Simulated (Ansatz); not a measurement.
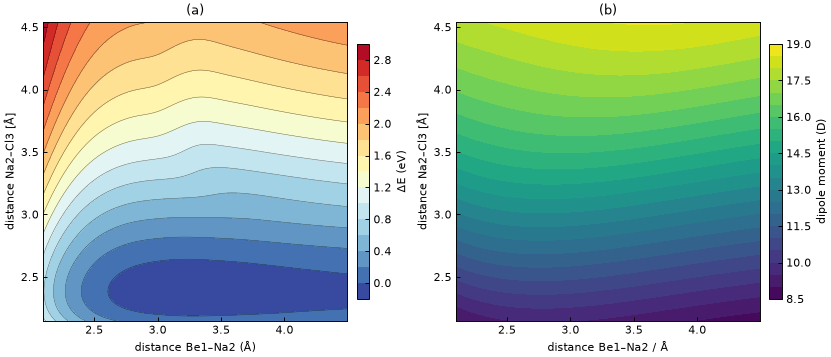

The system Be + NaCl. Coordinates scanned: (1) distance Be1–Na2; (2) distance Na2–Cl3. Nothing is relaxed (the angle Be1–Na2–Cl3 is fixed at 180 degrees). Grid: 16 × 16 points. Energies are in eV, from Be far from the relaxed NaCl (each part in its own basis). The reference is spin-restricted, so regions where a bond is pulled apart into radicals lie too high. All numbers below come from RKS B3LYP-D4/def2-TZVPD in Ansatz 0.2.0.

Panel (a) is the energy and panel (b) the computed dipole moment on the same grid.

In the figure: filled contours. Between grid points the surface is interpolated.

> How does the dipole moment vary over the map, and what is it at the lowest grid point?

Leaving out the highest fifth of the energies, it runs from 8.7 D at distance Be1–Na2 = 4.496 Å, distance Na2–Cl3 = 2.144 Å to 17.6 D at distance Be1–Na2 = 3.331 Å, distance Na2–Cl3 = 4.137 Å. At the lowest grid point, distance Be1–Na2 = 3.331 Å, distance Na2–Cl3 = 2.440 Å, it is 10.7 D.
